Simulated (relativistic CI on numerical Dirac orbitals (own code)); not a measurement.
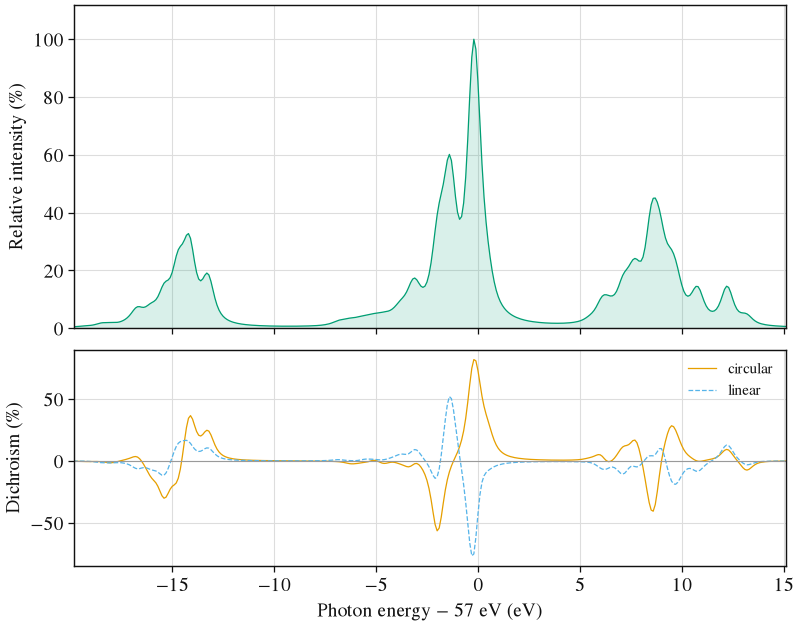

O₂,₃ X-ray absorption of Re VII (Re⁶⁺), [Xe] 4f¹⁴ 5d, in a field of Oh symmetry with 10Dq = 97,900 cm⁻¹. Multiplet model: relativistic Dirac–Coulomb–Breit theory, one configuration a step, Slater integrals scaled by 0.7, 80 K, Voigt broadening (Lorentzian 0.6 eV, Gaussian 0.3 eV full widths), computed with a radial Dirac CI code. Dichroism is for the ground state at zero temperature, magnetised by an exchange field of 10 meV on Sz (linear: z less the mean of x and y).

Question: Give the peaks, the centroid and the ground-state spin.

Answer: The main maxima lie at 42.8 eV (33), 43.7 eV (19), 53.9 eV (17), 55.6 eV (60), 56.8 eV (100), 64.7 eV (24), 65.7 eV (45), 67.7 eV (14) and 69.2 eV (15), heights in % of the largest; the centroid is at 56.6 eV. The ground state has S = 0.50. The circular dichroism (Δm = −1 less Δm = +1) is largest at 56.8 eV, 82 % of the isotropic maximum. The magnetised ground state has ⟨Lz⟩ = 1.00 and ⟨Sz⟩ = −0.50.

Known limits: free-ion energies, so absolute edge positions are off by a few eV from solids; core and valence shell share one n, so the strongest features autoionise and are far broader and can lie several eV off in experiment.
